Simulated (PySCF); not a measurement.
**NMR shielding calculation of C3H8O2**

System: C3H8O2, SMILES OCCCO.
Method: GIAO PBE0/pcSseg-1 NMR shielding, non-relativistic, IEF-PCM benzene (PySCF 2.14.0).

The geometry comes from this level: PBE0-D3(BJ)/def2-SVP. It belongs to a series of runs on one base structure; here: solvent benzene. Figures and captions count atoms from 1; the log counts them from 0 in places.

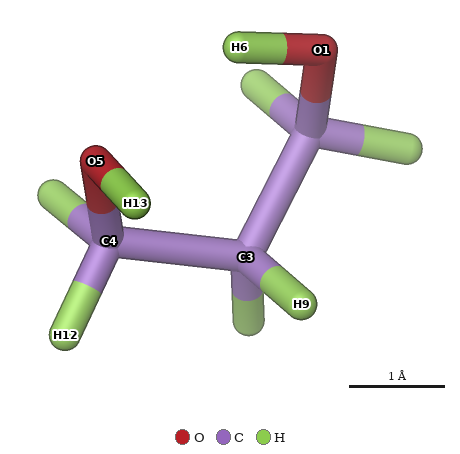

The structure (stick view, seen at a tilt; atoms are numbered from 1 in the order of the input). Bond lengths as drawn: C–C 1.52 Å, C–H 1.10 to 1.11 Å, C–O 1.40 to 1.42 Å and H–O 0.96 to 0.97 Å.

**Input**
```
{"job": {"kind": "nmr", "xc": "PBE0", "basis": "pcSseg-1", "solvent": "benzene", "pop": false}, "charge": 0, "multiplicity": 1}
O     -1.240601     1.458736     0.119928
C     -1.150066     0.295891    -0.651193
C      0.270039    -0.248287    -0.742414
C      0.819907    -0.708259     0.597735
O      0.830776     0.319412     1.571502
H     -0.772638     1.266972     0.946323
H     -1.814318    -0.508141    -0.264201
H     -1.518079     0.541742    -1.660833
H      0.927577     0.533653    -1.164982
H      0.300014    -1.097983    -1.446109
H      0.178278    -1.503206     1.011925
H      1.829265    -1.145027     0.475467
H      1.469300     0.986030     1.292938
```

The first line tells a small driver script what to run in PySCF; the rest is the geometry in Å.

Run on 1 CPU thread, shared host.

Launch command:
```bash
OMP_NUM_THREADS=1 python <driver script> task.json out
```

**Output**
```
coarse grid: 10392 points
cycle   1  E = -269.0807566866  dE =  5.053e-01  |g| = 7.841e-01  |ddm| = 2.918e+00
cycle   2  E = -268.9990900332  dE =  8.167e-02  |g| = 1.051e+00  |ddm| = 1.254e+00
cycle   3  E = -269.1894772133  dE = -1.904e-01  |g| = 6.973e-02  |ddm| = 7.856e-01
cycle   4  E = -269.1903207190  dE = -8.435e-04  |g| = 2.871e-02  |ddm| = 6.598e-02
cycle   5  E = -269.1905143493  dE = -1.936e-04  |g| = 5.796e-03  |ddm| = 2.528e-02
cycle   6  E = -269.1905213831  dE = -7.034e-06  |g| = 8.734e-04  |ddm| = 4.798e-03
final grid: 99016 points
cycle   7  E = -269.2409330613  dE = -2.717e-05  |g| = 1.095e-02  |ddm| = 2.032e-02
cycle   8  E = -269.2409124049  dE =  2.066e-05  |g| = 1.529e-02  |ddm| = 1.580e-02
cycle   9  E = -269.2409560510  dE = -4.365e-05  |g| = 7.527e-04  |ddm| = 9.199e-03
cycle  10  E = -269.2409561634  dE = -1.124e-07  |g| = 1.800e-04  |ddm| = 6.665e-04
cycle  11  E = -269.2409561704  dE = -6.924e-09  |g| = 3.596e-05  |ddm| = 1.580e-04
cycle  12  E = -269.2409561705  dE = -1.741e-10  |g| = 2.041e-05  |ddm| = 3.756e-05
```

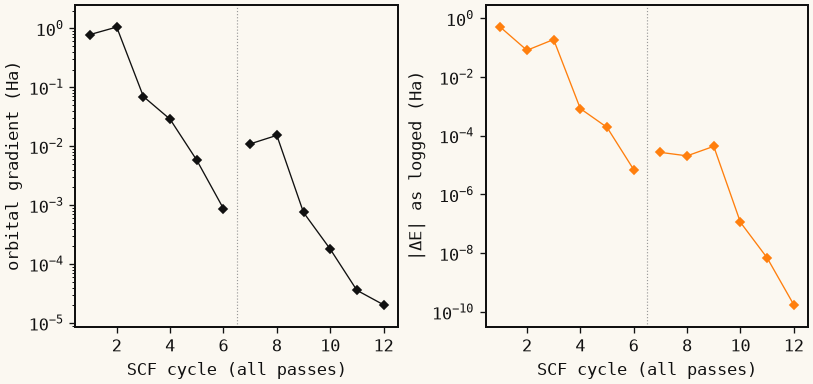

Convergence of the self-consistent field: orbital gradient and size of the energy change against the SCF cycle. The dotted line marks the change from a coarse to the final integration grid. The first 6 cycles use a coarse grid, the final grid takes over at cycle 7, and the field converges after 12 cycles in all.

```
converged SCF energy = -269.2409561705

GIAO shielding tensors (ppm)
atom      isotropic    diamagn.    paramagn.     s11        s22        s33       span
  0 O      294.963     391.661     -96.697    260.489    290.347    334.054     73.564
  1 C      117.605     242.452    -124.847     94.205    108.457    150.154     55.949
  2 C      147.142     250.011    -102.869    133.850    152.348    155.230     21.379
  3 C      115.736     242.975    -127.239     86.426    111.088    149.695     63.269
  4 O      291.920     390.466     -98.546    255.616    287.039    333.105     77.489
  5 H       28.346      32.330      -3.984     16.586     26.432     42.021     25.435
  6 H       27.282      29.263      -1.981     23.010     26.658     32.176      9.166
  7 H       27.452      28.382      -0.930     22.960     26.957     32.439      9.479
  8 H       29.563      31.020      -1.456     26.387     28.405     33.898      7.512
  9 H       30.087      30.482      -0.396     26.360     27.781     36.120      9.760
 10 H       27.464      29.174      -1.711     23.404     27.063     31.923      8.520
 11 H       27.103      28.763      -1.660     21.949     26.854     32.505     10.556
 12 H       30.929      32.022      -1.093     23.413     27.662     41.712     18.299
```

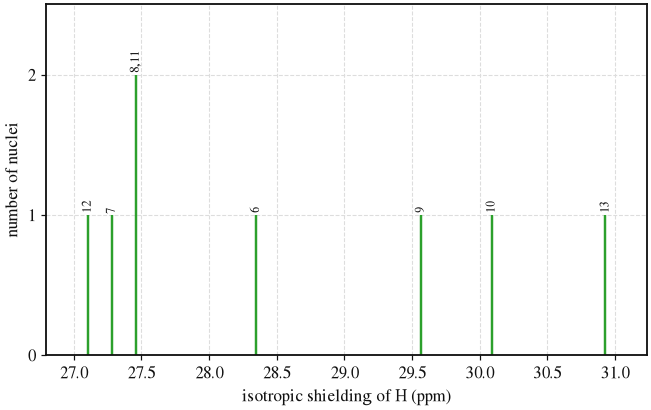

Isotropic shieldings of the hydrogen nuclei in this fixed geometry, labelled by atom number; shielding grows to the right, so chemical shift grows to the left. The least shielded is H12 (27.1 ppm), the most shielded H13 (30.9 ppm).

**Key numbers**

```tsv
quantity	value
outcome	converged
total energy	−269.240956 hartree
HOMO	−7.49 eV
LUMO	1.34 eV
dipole moment	3.03 D
isotropic shielding, O	291.9 to 295.0 ppm
isotropic shielding, C	115.7 to 147.1 ppm
isotropic shielding, H	27.1 to 30.9 ppm
wall time	14 s
peak memory	0.68 GiB
```
